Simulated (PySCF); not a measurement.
C$_{2}$H$_{5}$FSi, SMILES `C=C[SiH2]F`.

Level of theory: B3LYP/6-311+G** (PySCF), at a geometry from GFN2-xTB. No frequency check shows the geometry to be a minimum.

Input script:

```python
import numpy as np
from pyscf import gto, scf, dft, tdscf
from pyscf.scf import atom_ks, atom_hf
from scipy.linalg import block_diag

def solve(mol, dm0=None, hcore=None):
    mf = (dft.UKS if mol.spin else dft.RKS)(mol, xc='b3lyp')
    mf.grids.level = 3
    mf = mf.density_fit(auxbasis='def2-universal-jkfit')
    mf.conv_tol, mf.max_cycle = 1e-8, 80
    if hcore is not None:
        mf.get_hcore = lambda *args: hcore
    mf.kernel(dm0)
    if not mf.converged:
        mf = mf.newton().run(mf.mo_coeff, mf.mo_occ, max_cycle=30)
    assert mf.converged, 'SCF not converged'
    return mf

mol = gto.M(atom='''
C     -2.22594     0.01572    -0.00051
C     -1.00735    -0.50311     0.00062
Si     0.58694     0.48941     0.00047
F      1.78138    -0.59468    -0.00087
H     -3.11736    -0.59316    -0.00049
H     -2.38929     1.08169    -0.00207
H     -0.91081    -1.58341     0.00205
H      0.78314     1.26060    -1.21994
H      0.78443     1.25895     1.22093
''', basis='6-311+g**', charge=0, spin=0, verbose=4)
mf = solve(mol)
td = mf.TDA()
td.nstates, td.singlet, td.conv_tol = 4, True, 1e-5
td.kernel()
td.analyze()
x, y = np.array([p[0] for p in td.xy]), np.array([p[1] + 0 * p[0] for p in td.xy])
f, mu = td.oscillator_strength(), td.transition_dipole()
nto = [td.get_nto(state=i + 1, verbose=4) for i in range(len(td.e))]
# spherically averaged free atoms, for the promolecule
atm = atom_ks.get_atm_nrks(mol, xc='b3lyp')
pro = block_diag(*[(atm[a[0]][2] * atm[a[0]][3]) @ atm[a[0]][2].T for a in mol._atom])
np.savez('result.npz', e=td.e, f=f, ok=td.converged, w=[n[0] for n in nto], nto=[n[1] for n in nto], x=x, y=y, c=mf.mo_coeff, occ=mf.mo_occ, eps=mf.mo_energy, pro=pro, mu=mu)
```

Launched as:

```sh
OMP_NUM_THREADS=1 python input.py
```

The run took 4 min on 1 thread of Arm Neoverse V1, on a shared host, peak memory 0.64 GiB.

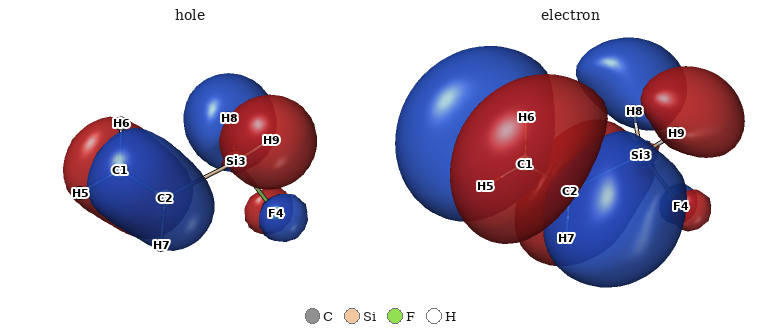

Leading natural transition orbital pair of S₃ (TDA singlet states); the surfaces enclose about 85 % of each orbital's density.

Where does the state lie, and where do hole and electron sit?

Answer. 7.16 eV (173 nm), f = 0.340 (bright); the leading pair carries 80 %; hole on C1 and C2 (25 % each), Si3 (16 %) and H8 and H9 (10 % each), electron on C1 (28 %), Si3 (22 %) and C2 (22 %) (shares are of the whole state, not of the leading pair alone); their centroids lie 0.5 Å apart. In canonical orbitals it is mainly HOMO → LUMO (67 %). The HOMO–LUMO gap is 6.99 eV.
